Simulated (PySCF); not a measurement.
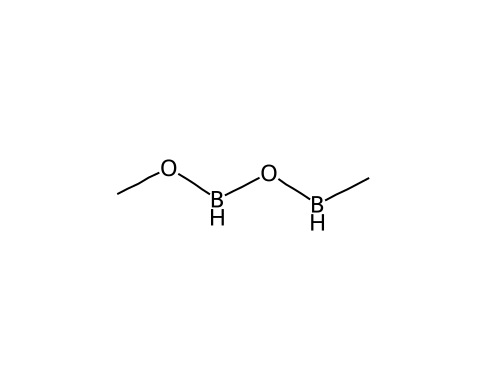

> Transcribe the drawing into SMILES.

CBOBOC

> What is the molecular formula?

C2H8B2O2.

> An optimisation with PBE0-D3(BJ)/def2-SVP gave a structure of which point group?

C1. Other conformers may differ.

More results for the same structure follow; atom numbers are the same in all pictures, views and colours differ. Computed geometry: PBE0-D3(BJ)/def2-SVP optimisation. No frequency run is at hand to confirm it as a minimum.

## Dipole moment

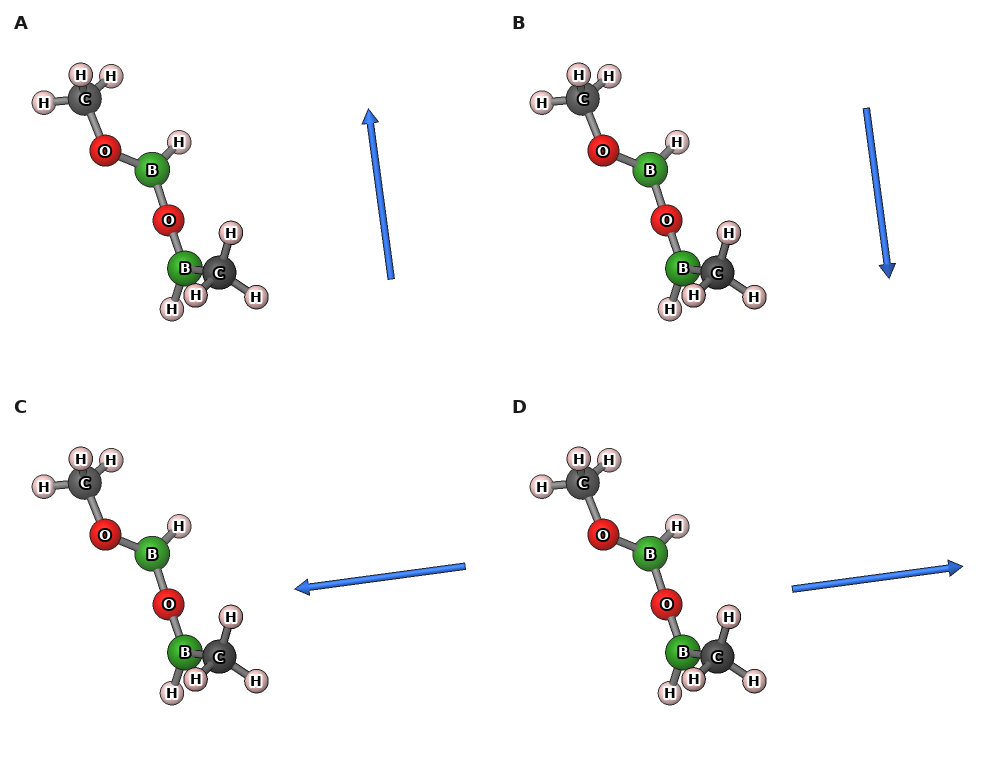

The same molecule four times, each with an arrow. No frequency run is at hand to confirm it as a minimum. Level of theory: PBE0/cc-pVTZ, gas phase (PySCF 2.14.0).

> Which arrow points along the dipole moment, from the negative to the positive end?

A. The dipole moment is 1.40 D.

## NMR shielding

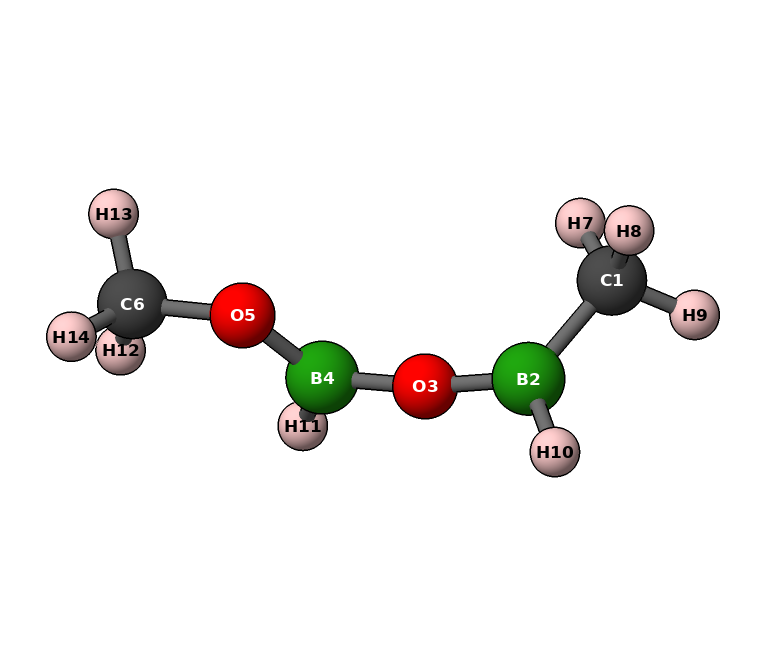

No frequency run is at hand to confirm it as a minimum. Level of theory: GIAO PBE0/6-31G NMR shielding, non-relativistic, gas phase (PySCF 2.14.0). Principal shieldings σ11 ≤ σ22 ≤ σ33, span Ω = σ33 − σ11, skew κ = 3(σiso − σ22)/Ω.

> Which O atom has the most anisotropic shielding?

O5, with a span of 306 ppm.

Give the shielding tensors of the O atoms.

```json
{"atom": "O3", "σ11": "13.5", "σ22": "74.6", "σ33": "164.3", "σiso": "84.1", "Ω": "150.8", "κ": "0.19"}
{"atom": "O5", "σ11": "25.9", "σ22": "278.4", "σ33": "331.8", "σiso": "212.0", "Ω": "305.9", "κ": "−0.65"}
```

Shieldings and span in ppm.

## Charges

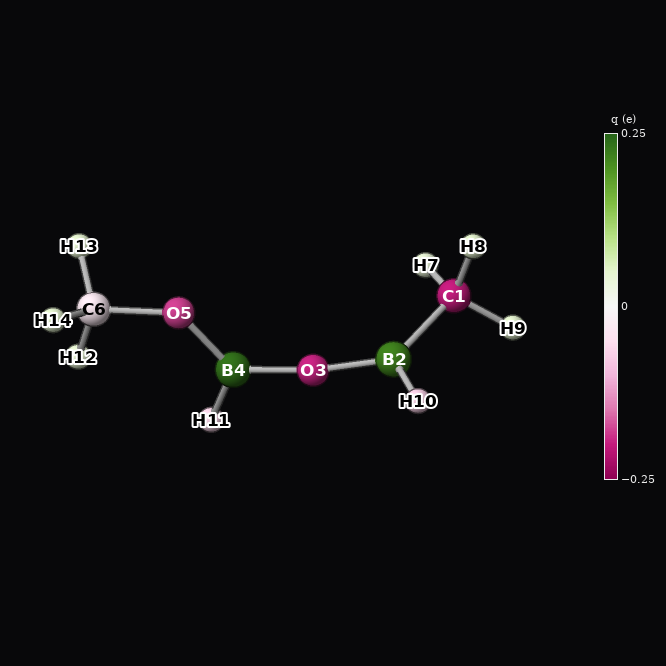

Atoms are coloured by their Hirshfeld charges. No frequency run is at hand to confirm it as a minimum. Level of theory: PBE0/def2-TZVP, gas phase (PySCF 2.14.0).

List the Hirshfeld charges.

```csv
atom,value (e)
C1,−0.20
B2,0.22
O3,−0.19
B4,0.23
O5,−0.18
C6,−0.03
H7,0.04
H8,0.05
H9,0.05
H10,−0.07
H11,−0.06
H12,0.04
H13,0.05
H14,0.05
```

## Quadrupole coupling

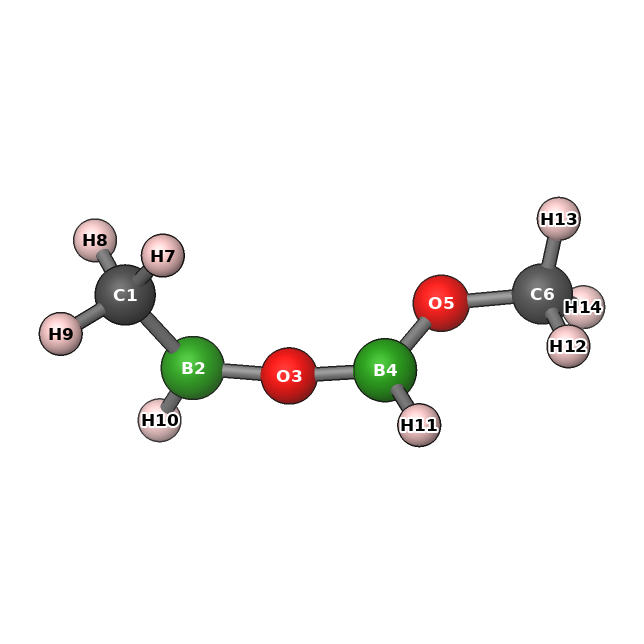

No frequency run is at hand to confirm it as a minimum. Electric field gradients from the ground-state density, PBE0/def2-SVP (PySCF 2.14.0), non-relativistic apart from any core potentials.

Give the largest field-gradient component, the quadrupole coupling constant and the asymmetry for 11B at B2 (Q = 40.59 mb), 17O at O3 (Q = −25.6 mb), 11B at B4 (Q = 40.59 mb), 17O at O5 (Q = −25.6 mb), 2H at H7 (Q = 2.86 mb), 2H at H8 (Q = 2.86 mb).

| atom | V_zz (a.u.) | e²qQ/h (MHz) | η |
| --- | --- | --- | --- |
| B2 | 0.412 | 3.93 | 0.42 |
| O3 | 0.918 | −5.52 | 0.34 |
| B4 | 0.289 | 2.75 | 0.31 |
| O5 | 1.465 | −8.81 | 0.04 |
| H7 | 0.306 | 0.206 | 0.02 |
| H8 | 0.301 | 0.202 | 0.02 |
